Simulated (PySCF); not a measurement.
CH11FSi4 (SMILES F[SiH2]C[SiH]([SiH3])[SiH3])

The calculation's input:

```
{"job": {"kind": "uv", "xc": "CAM-B3LYP", "basis": "def2-SVPD", "nstates": 8, "ntriplets": 3}, "charge": 0, "multiplicity": 1}
F     -1.107330    -0.486065    -2.378459
Si    -2.064726    -0.276935    -1.093959
C     -1.140604    -0.968741     0.398169
Si     0.629668    -0.266226     0.689981
Si     0.455705     1.998370     1.180048
Si     2.038546    -0.891801    -1.049371
H     -2.267826     1.163783    -1.023532
H     -3.274240    -1.016981    -1.430919
H     -1.739557    -0.799892     1.293406
H     -1.065629    -2.052462     0.291669
H      1.055928    -0.971943     1.928185
H      0.132986     2.804838    -0.001693
H      1.716777     2.530276     1.705232
H     -0.567136     2.332047     2.179443
H      3.439538    -0.706108    -0.649463
H      1.910922    -2.298470    -1.444864
H      1.839979    -0.081662    -2.250831
```

Launched as:

```sh
OMP_NUM_THREADS=1 python probes_run.py task.json out
```

Geometry: GFN2-xTB.

Method: PySCF, CAM-B3LYP/def2-SVPD, SCF density, gas phase.

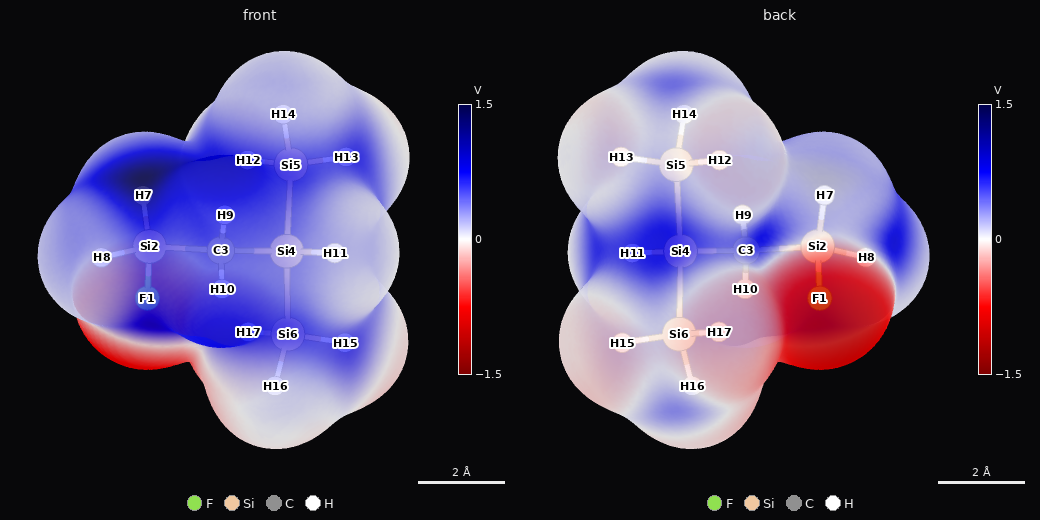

Figure 1. The molecular electrostatic potential painted on the density surface at 0.001 e/bohr³, seen from the front and from behind; red is negative and blue positive.

> Which sites attract a positive test charge, and which a negative one?

A positive charge is drawn to the negative regions and a negative charge to the positive ones. The most negative region (about −1.0 V) lies over F1, the most positive (about +1.3 V) over Si2.

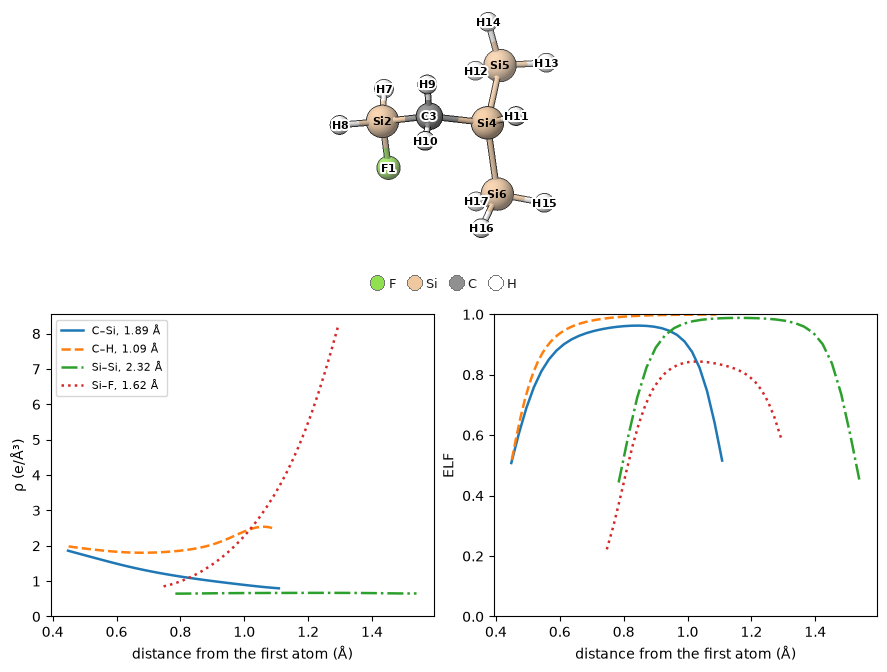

Figure 2. Electron density and electron localisation function along straight lines between neighbouring atoms. The curves leave out the atomic cores. The structure is drawn too.

> Compare the contacts.

C–Si (1.89 Å): ρ is about 0.95 e/Å³ halfway; the ELF peaks at about 0.95 between the atoms, as expected for a covalent bond.
C–H (1.09 Å): ρ is about 1.9 e/Å³ halfway; the ELF climbs to about 1 towards the hydrogen, as it does in any bond to H (a covalent bond by its length).
Si–Si (2.32 Å): ρ is about 0.67 e/Å³ halfway; the ELF peaks at about 1 between the atoms, as expected for a shared electron pair.
Si–F (1.62 Å): the density is about 1 e/Å³ at the midpoint; the ELF peaks at about 0.85 in the valence shell of F, 0.6 Å from its nucleus, and is about 0.50 at the midpoint.
